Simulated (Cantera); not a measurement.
Charge: 1 mol NH₃, 0.14 mol O₂, at 21.0 mbar.

Equilibrium computed with Cantera from the NASA thermochemical tables; the gas is ideal and each condensed phase is pure. Candidate condensed phases: H₂O; 24 gas species. Equilibrium is a limit: real reactors are often held back by kinetics, nucleation or transport.

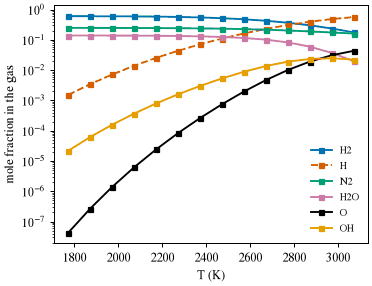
Equilibrium gas composition (values under 1e-9 drawn at 1e-9)

**Question.** Read off the mole fractions at 1873 K.

**Answer.** H₂ about 0.61, N₂ about 0.25, H₂O about 0.14, H about 0.0035, OH about 6.2e-5, O about 2.7e-7.
